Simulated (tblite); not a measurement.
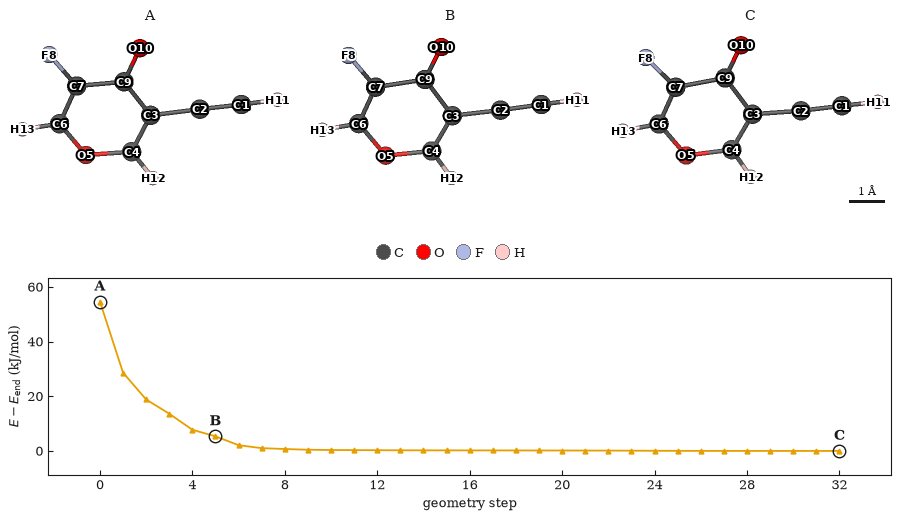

Frames of a relaxation of C₇H₃FO₂, marked on the history of the run. The picture is a ball-and-stick view, seen at a tilt.

These are results of GFN2-xTB geometry optimisation, gas phase (tblite 0.8.0), not measurements. 

What happens along the run?

Answer. The atom that moves furthest after the best rigid fit is F8 (0.14 Å). Largest moves by element: F 0.14 Å, C 0.14 Å, O 0.10 Å, H 0.07 Å. Near-neighbour distances that change, for instance: C3–C9 1.384 → 1.480 Å, C7–C9 1.383 → 1.471 Å, C6–C7 1.385 → 1.347 Å, C9–O10 1.242 → 1.211 Å. Bond angles that change, for instance: C3–C9–C7 117.9° → 110.1°, O5–C4–H12 120.1° → 112.4°, C7–C9–O10 118.0° → 124.7°. After 32 geometry steps the energy has fallen by 54.6 kJ/mol. From step 0 to 5: C9 moves most (0.08 Å), energy −49.3 kJ/mol. From step 5 to 32: F8 moves most (0.11 Å), energy −5.34 kJ/mol.

```
step  E − E(0), kJ/mol
   0              0.00
   1            -25.98
   2            -35.79
   3            -40.99
   4            -46.86
   5            -49.26
   6            -52.50
   7            -53.58
   8            -53.89
   9            -54.16
  10            -54.25
  11            -54.30
  12            -54.33
  13            -54.36
  15            -54.39
  16            -54.40
  17            -54.41
  18            -54.42
  19            -54.44
  20            -54.45
  22            -54.48
  23            -54.51
  24            -54.54
  25            -54.57
  26            -54.58
  27            -54.59
  29            -54.60
  30            -54.60
  31            -54.60
  32            -54.60
```
